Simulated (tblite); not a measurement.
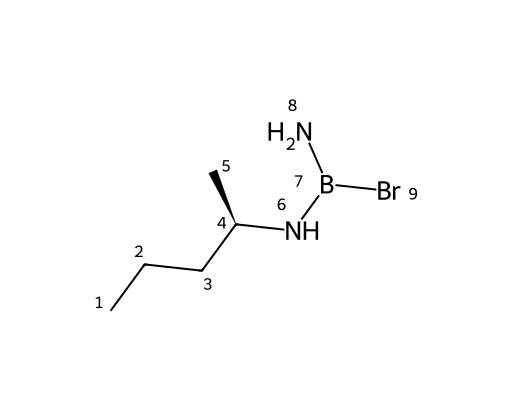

A structural formula, with wedges where it has stereocentres; small numbers name the atoms. The configuration is that of a computed structure (GFN2-xTB).

> What are the Cahn–Ingold–Prelog descriptors?

C4: R.

> Give a SMILES with the stereochemistry.

CCC[C@@H](C)NB(N)Br
